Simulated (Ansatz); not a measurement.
**singlet SF+ at 6 levels**

Wanted: a comparison of 6 runs (HF/STO-3G, B2PLYP/STO-3G, PBE/STO-3G, r2SCAN0/STO-3G, CCSDT/STO-3G, CCSD/STO-3G) of singlet SF+. 

The results are computed with Ansatz 0.2.0.

34 further runs of the same task are left out: 6 that didn't finish, 28 set aside as unsound or not needed.

## (1) The structure to begin with

The species is SF+ (2 atoms), meant as a singlet with charge +1. SMILES of the parent species: `F[S]`. Geometry: relaxed at PBE0-D4/def2-TZVP. That shape belongs to the parent species and isn't relaxed for this state.

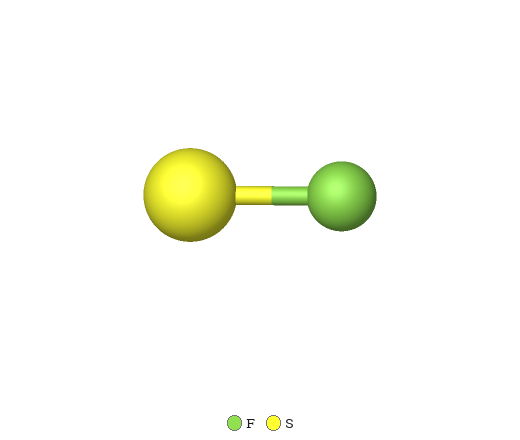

The structure, seen from a chosen angle (fluorine green, sulfur yellow).

## (2) A single-point energy at HF/STO-3G (run 1)

molecule.yaml

```yaml
crystal:
  periodic: [false, false, false]
  atoms:
    - symbol: F
      position_ang: [-0.000000, -0.000000, 0.016120]
    - symbol: S
      position_ang: [0.000000, 0.000000, 1.610410]
basis:
  gaussian: {orbitals: STO-3G}
total_charge: 1
hamiltonian: {xc: hf}
accuracy: high
```

Launch:

```sh
$ ansatz run molecule.yaml --threads 1 --pin off --max-ram 3480MiB --events-out events.jsonl --progress --plain --runs-dir runs
```

Log:

```text
Warning: RAYON_NUM_THREADS=1 ignored (pool sized by the plan → 1); use --threads N
Functional definition: HF
  name "HF"
  exchange = exact_x
  correlation = 0
224 factors; integrals over basis functions are off by at most 2.9e-8 eV
mean field evaluation 1: about -13352.3306 eV, gradient 2.6e1 eV
mean field evaluation 2: about -13352.3865 eV, gradient 2.6e1 eV
mean field evaluation 4: about -13356.0742 eV, gradient 1.6e0 eV
mean field evaluation 8: about -13356.1240 eV, gradient 7.4e-2 eV
mean field evaluation 16: about -13356.0759 eV, gradient 1.6e0 eV
mean field -13356.12398058 eV, -490.8285031803 hartree, gradient 2.4e-8 eV, S^2 0.000000; 0 other end points of the search recorded, 0 dependent functions left out
reference -13356.12398058 eV, -490.8285031803 hartree; 12, 12 occupied and 2, 2 virtual orbitals, 224 factors
Total energy: -13356.12398058 eV, -490.8285031803 hartree
```

Run time: 0.08 s. Hardware: 1 thread of Arm Neoverse V1, shared host.

## (3) A single-point energy at B2PLYP/STO-3G (run 2)

input.yaml

```yaml
crystal:
  periodic: [false, false, false]
  atoms:
    - {symbol: F, position_ang: [-0.000000, -0.000000, 0.016120]}
    - {symbol: S, position_ang: [0.000000, 0.000000, 1.610410]}
basis:
  gaussian:
    orbitals: STO-3G
total_charge: 1
hamiltonian:
  xc: {name: B2PLYP}
correlation:
  frozen_orbitals: {F: 1, S: 5}
accuracy: high
```

Launch:

```sh
$ ansatz run input.yaml --threads 1 --pin off --max-ram 3480MiB --events-out events.jsonl --progress --plain --runs-dir runs
```

Log, shortened:

```text
Warning: RAYON_NUM_THREADS=1 ignored (pool sized by the plan → 1); use --threads N
Functional definition: B2PLYP
  name "B2PLYP"
[...]
224 factors; integrals over basis functions are off by at most 2.9e-8 eV
[...]
mean field -13374.21769425 eV, -491.4934348932 hartree, gradient 4.0e-9 eV, S^2 0.000000; 0 other end points of the search recorded, 0 dependent functions left out; unrestricted orbitals would lower it
6 core orbitals not correlated: weight in the atoms' cores, before any rotation towards them, 1.000 or more for the frozen orbitals, at most 0.000 for the correlated occupied ones
reference -13374.21770426 eV, -491.4934352613 hartree; 6, 6 occupied and 2, 2 virtual orbitals, 224 factors
second order -3.69739396 eV of doubles, -0.00000000 eV of singles
Total energy: -13375.21600063 eV, -491.5301219762 hartree
```

Run time: 0.64 s. Hardware: 1 thread of Arm Neoverse V1, shared host.

Runs 3 to 5 aren't shown in full; the table further down has their settings and results.

## (4) A single-point energy at CCSD/STO-3G (run 6)

run.yaml

```yaml
basis:
  gaussian:
    orbitals: STO-3G
crystal:
  periodic: [false, false, false]
  atoms:
    - {symbol: F, position_ang: [-0.000000, -0.000000, 0.016120]}
    - {symbol: S, position_ang: [0.000000, 0.000000, 1.610410]}
total_charge: 1
correlation:
  method: ccsd
  frozen_orbitals: {F: 1, S: 5}
accuracy: high
scf:
  omitted_lower_state_checks: [cluster_reference, increment]
```

Launch:

```sh
$ ansatz run run.yaml --threads 1 --pin off --max-ram 3480MiB --events-out events.jsonl --progress --plain --runs-dir runs
```

Log:

```text
Warning: RAYON_NUM_THREADS=1 ignored (pool sized by the plan → 1); use --threads N
[... 12 lines left out ...]
6 core orbitals not correlated: weight in the atoms' cores, before any rotation towards them, 1.000 or more for the frozen orbitals, at most 0.000 for the correlated occupied ones
[... 28 lines left out ...]
Total energy: -13358.69232162 eV, -490.9228879727 hartree
Checks for a lower state left out: cluster_reference, increment
```

It took 0.16 s on 1 thread of Arm Neoverse V1, shared host.

## (5) The series

```tsv
run	level	frozen core orbitals	energy (Eh)	wall time
1	HF/STO-3G	–	-490.828503	0.08 s
2	B2PLYP/STO-3G	6	-491.530122	0.64 s
3	PBE/STO-3G	–	-491.507014	0.91 s
4	r2SCAN0/STO-3G	–	-491.726037	1.4 s
5	CCSDT/STO-3G	6	-490.942307	0.26 s
6	CCSD/STO-3G	6	-490.922888	0.16 s
```

## (6) Results

| quantity | value |
| --- | --- |
| run 6: total energy | -490.92289 Eh |
| run 6: correlation energy (6 core orbitals frozen) | -94.4 mEh |
| run 6: T1 diagnostic | 0.054 |

Below the HF energy at the same shape and in the same basis (STO-3G): CCSDT -113.8 mEh; CCSD -94.4 mEh. Totals of different functionals can't be ranked against each other. In run 6 the T1 diagnostic is large, so a single reference may not serve. In runs 2, 5, 6 the log says that unrestricted orbitals would lower the reference, so the values rest on an unstable closed-shell determinant (other closed-shell runs at this shape may share the fault). In runs 1, 2, 3, 4, 5, 6 the basis is minimal, so the values are rough. All runs together took 3.5 s, the longest 1.4 s.
